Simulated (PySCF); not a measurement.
SMILES c1(-c2ccccc2OC)cccs1, singlet at its GFN2-xTB optimised geometry (Å):

```
23

C     -3.2694    -0.6561    -0.0042
O     -1.8676    -0.5659     0.0003
C     -1.2702     0.6561     0.0000
C     -1.9670     1.8567    -0.0002
C     -1.2891     3.0634    -0.0003
C      0.0936     3.0798    -0.0002
C      0.7939     1.8899     0.0000
C      0.1418     0.6561     0.0000
C      0.8941    -0.5805    -0.0004
C      2.2581    -0.7370    -0.0021
C      2.6728    -2.0804    -0.0025
C      1.6260    -2.9465    -0.0012
S      0.1139    -2.1350     0.0006
H     -3.4917    -1.7219    -0.0050
H     -3.7050    -0.1960     0.8886
H     -3.6991    -0.1965    -0.9001
H     -3.0456     1.8605    -0.0002
H     -1.8476     3.9873    -0.0005
H      0.6269     4.0182    -0.0004
H      1.8716     1.9153     0.0001
H      2.9551     0.0811    -0.0031
H      3.7050    -2.3838    -0.0038
H      1.6525    -4.0182    -0.0012
```

Calculation: PBE0/def2-SVP in PySCF 2.14.0.

Map of the electrostatic potential (hartree/e), clipped to [-0.08, 0.12] on the plane z = 1.2 Å:

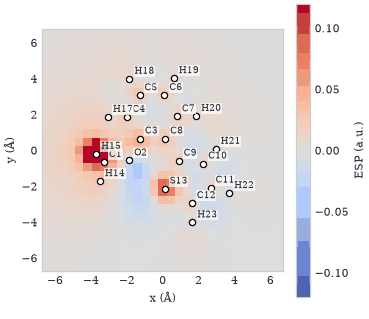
Figure: Electrostatic potential (hartree/e), clipped to [-0.08, 0.12] on the plane z = 1.2 Å.
